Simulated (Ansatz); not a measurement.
**HNO3 (peroxynitrous acid) at CAM-B3LYP/6-311+G(d,p)**

What is the electronic atomisation energy of HNO3 (peroxynitrous acid) at CAM-B3LYP/6-311+G**? 

The calculation is run with Ansatz 0.2.0.

51 further runs of the same task are left out: 51 set aside as unsound or not needed.

### 1 Starting point

HNO3 has 5 atoms, charge 0, and is taken as a singlet. SMILES: `O=NOO`. The shape is that of a PBE0-D4/def2-TZVP optimisation. This is one conformer, not always the lowest.

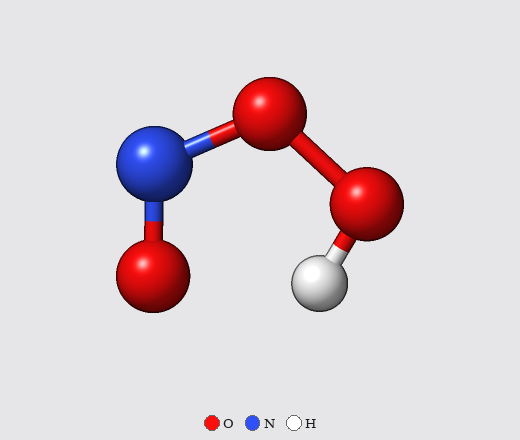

The structure, seen from a chosen angle (oxygen red, nitrogen blue, hydrogen white).

### 2 The energy at CAM-B3LYP/6-311+G(d,p)

The input, job.yaml:

```yaml
crystal:
  periodic: [false, false, false]
  atoms:
    - {symbol: O, position_ang: [0.136350, -0.835310, 0.979060]}
    - {symbol: "N", position_ang: [-0.871770, -0.628300, 0.400790]}
    - {symbol: O, position_ang: [-0.775090, 0.288530, -0.589000]}
    - {symbol: O, position_ang: [0.508600, 0.826880, -0.747550]}
    - {symbol: H, position_ang: [1.001920, 0.348200, -0.043280]}
basis:
  gaussian:
    orbitals: 6-311+G_st__st_.json
hamiltonian:
  xc: {name: CAM-B3LYP}
accuracy: high
output: {orbitals: {seedname: orbitals}}
```

The basis set 6-311+G** is read from a file made from the Basis Set Exchange's data (not shown).

Started as:

```
ansatz run job.yaml --threads 1 --pin off --max-ram 3480MiB --events-out events.jsonl --progress --plain --runs-dir runs
```

The program printed:

```text
Warning: RAYON_NUM_THREADS=1 ignored (pool sized by the plan → 1); use --threads N
Functional definition: CAM-B3LYP
  name "CAM-B3LYP"
  parameter alpha = 0.19
  parameter beta = 0.46
  parameter omega = 0.33/bohr
  parameter ac = 0.81
  exchange = (1 - alpha - beta)*b88_x + beta*b88_x_sr(omega) + alpha*exact_x + beta*exact_x_lr(omega)
  correlation = (1 - ac)*vwn5_c + ac*lyp_c
1794 factors; integrals over basis functions are off by at most 2.9e-9 eV
344 factors; integrals over basis functions are off by at most 2.4e-9 eV
mean field evaluation 1: about -7638.7740 eV, gradient 4.5e1 eV
mean field evaluation 2: about -7634.6511 eV, gradient 6.9e1 eV
mean field evaluation 4: about -7641.7777 eV, gradient 5.0e0 eV
mean field evaluation 8: about -7641.8230 eV, gradient 1.2e-1 eV
mean field evaluation 16: about -7641.8231 eV, gradient 1.4e-5 eV
mean field -7641.82310535 eV, -280.8318193078 hartree, gradient 8.8e-8 eV, S^2 0.000000; 0 other end points of the search recorded, 0 dependent functions left out
reference -7641.82312181 eV, -280.8318199129 hartree; 16, 16 occupied and 78, 78 virtual orbitals, 1794 factors
Total energy: -7641.82312181 eV, -280.8318199129 hartree
```

Run time: 5.1 s. Hardware: 1 thread of Arm Neoverse V2, shared host; peak memory 0.28 GiB.

### 3 The H atom at the same level

The input, run.yaml:

```yaml
crystal:
  periodic: [false, false, false]
  atoms:
    - {symbol: H, position_ang: [0.000000, 0.000000, 0.000000]}
basis:
  gaussian:
    orbitals: 6-311+G_st__st_.json
magnetization:
  spin_polarized: true
  initial_magnetization: 1
hamiltonian:
  xc: {name: CAM-B3LYP}
accuracy: high
```

The basis set 6-311+G** is read from a file made from the Basis Set Exchange's data (not shown).

Run the same way, it converges to -0.49881 Eh (log not shown).

### 4 The N atom, same level

The input, in.yaml:

```yaml
crystal:
  periodic: [false, false, false]
  atoms:
    - {symbol: N, position_ang: [0.000000, 0.000000, 0.000000]}
basis:
  gaussian:
    orbitals: 6-311+G_st__st_.json
magnetization:
  spin_polarized: true
  initial_magnetization: 3
hamiltonian:
  xc: {name: CAM-B3LYP}
accuracy: high
```

The basis set 6-311+G** is read from a file made from the Basis Set Exchange's data (not shown).

Run the same way, it converges to -54.57942 Eh (log not shown).

### 5 The O atom at the same level

The input, molecule.yaml:

```yaml
crystal:
  periodic: [false, false, false]
  atoms:
    - symbol: O
      position_ang: [0.000000, 0.000000, 0.000000]
basis:
  gaussian:
    orbitals: 6-311+G_st__st_.json
magnetization:
  spin_polarized: true
  initial_magnetization: 2
hamiltonian:
  xc: {name: CAM-B3LYP}
accuracy: high
```

The basis set 6-311+G** is read from a file made from the Basis Set Exchange's data (not shown).

Run the same way, it converges to -75.06696 Eh (log not shown).

### 6 Summary of results

At CAM-B3LYP/6-311+G**:

| quantity | value |
| --- | --- |
| molecule: total energy | -280.83182 Eh |
| molecule: HOMO energy | -10.75 eV |
| molecule: LUMO energy | -1.63 eV |
| molecule: HOMO–LUMO gap | 9.12 eV |
| H atom: total energy | -0.49881 Eh |
| H atom: ⟨S²⟩ | 0.750 |
| N atom: total energy | -54.57942 Eh |
| N atom: ⟨S²⟩ | 3.753 |
| O atom: total energy | -75.06696 Eh |
| O atom: ⟨S²⟩ | 2.004 |
| electronic atomisation energy | 15.040 eV |

Taking the molecule apart into free atoms costs 15.04 eV (347 kcal/mol), before zero-point energy and without spin-orbit coupling.
